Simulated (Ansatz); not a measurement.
## Electronic structure of H6InN3 (SMILES [NH2][In]([NH2])[NH2]) in real space

Input

```
crystal:
  periodic: [false, false, false]
  atoms:
    - symbol: In
      position_ang: [-0.010322, 0.000359, 0.018448]
    - symbol: N
      position_ang: [-1.836047, 0.619308, -0.642536]
    - symbol: "N"
      position_ang: [0.531520, -1.952202, -0.205563]
    - symbol: "N"
      position_ang: [1.209735, 1.270677, 1.043637]
    - symbol: H
      position_ang: [-2.232421, 0.088617, -1.413719]
    - symbol: H
      position_ang: [-1.927503, 1.607748, -0.861302]
    - symbol: H
      position_ang: [1.179506, -2.314084, 0.489444]
    - symbol: H
      position_ang: [-0.233329, -2.616348, -0.293851]
    - symbol: H
      position_ang: [2.198960, 1.036392, 1.039394]
    - symbol: H
      position_ang: [1.119891, 2.259524, 0.826049]
basis:
  gaussian: {orbitals: def2-TZVPD}
hamiltonian: {xc: pbe0}
output: {forces: true, orbitals: {seedname: orbitals}}
```

Run with:

```sh
ansatz run input.yaml --threads 2 --pin off --max-ram 5220MiB --events-out events.jsonl --progress --plain --runs-dir runs
```

Geometry: PBE0-D4/def2-SVP; core potentials replace the inner electrons of In.

Computed with Ansatz, isolated molecule in a Gaussian basis; Kohn-Sham density functional theory, functional PBE0.

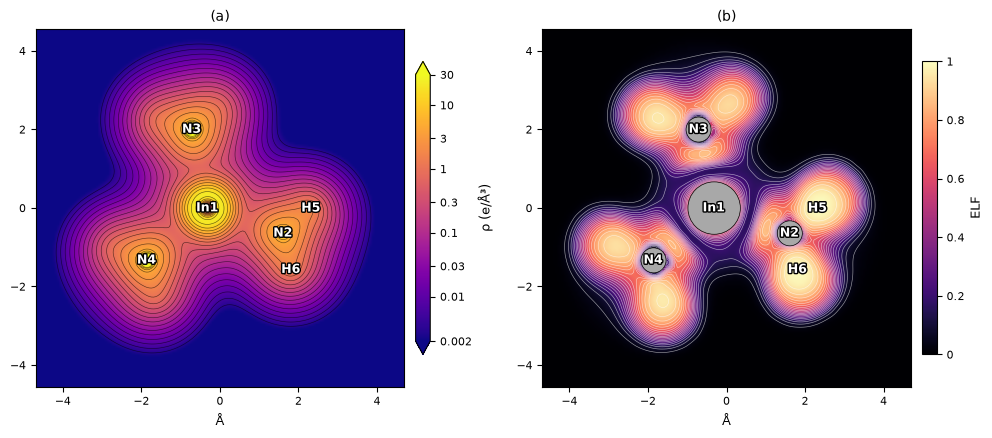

Figure 1. (a) electron density; (b) electron localisation function on the plane of atoms N3, In1 and N4. Grey discs cover the atomic cores in the ELF map.

Read the bonding off the picture.

The plane passes through In, N and H nuclei. In–N (2.04 Å): ρ at the midpoint is about 0.76 e/Å³; the ELF peaks at about 0.85 in the valence shell of N, 0.6 Å from its nucleus, and drops to about 0.15 between the two atoms. N–H (1.02 Å): ρ at the midpoint is about 2.8 e/Å³; the ELF climbs to about 1 towards the hydrogen, as it does in any bond to H (a covalent bond by its length).

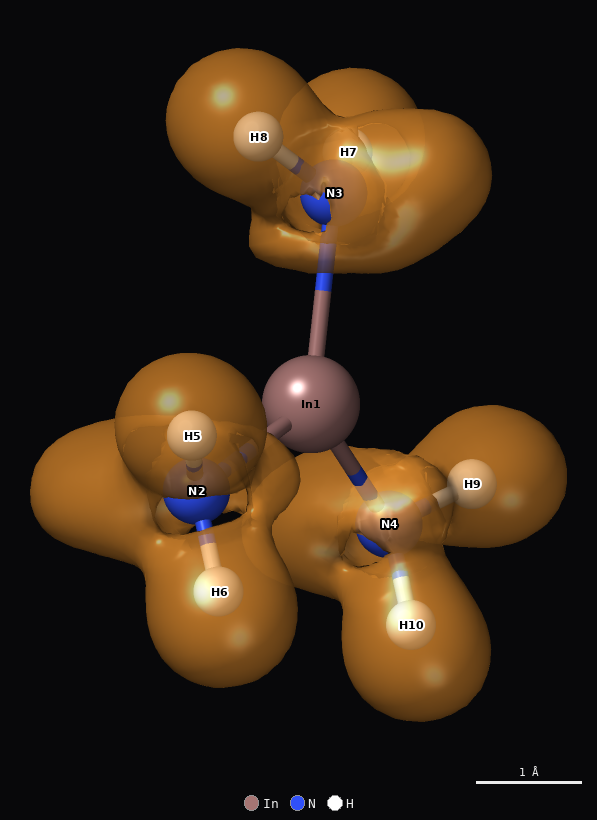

Figure 2. Isosurface of the ELF at 0.75 (orange), seen at an oblique angle. Only the valence region is drawn (cores and ρ < 0.01 e/Å³ removed).

Where are the electrons localised?

At this value the surface marks out three joined regions spread over several atoms (H, N), in which their bonds and any lone pairs are merged.

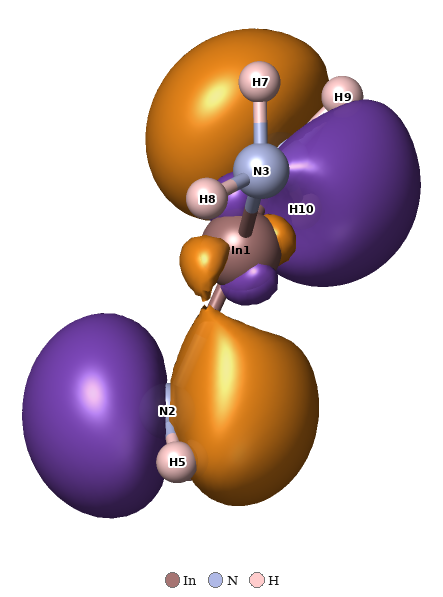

Figure 3. The HOMO at ±0.08 Å⁻³ᐟ² (orange and purple are the two phases), seen at an oblique angle.

What is the character of this orbital?

It lies mainly on N2 (about 40 %), N4 (about 40 %) and In1 (about 10 %); largely a combination of lone pairs on N2 and N4. Its energy is −6.86 eV.
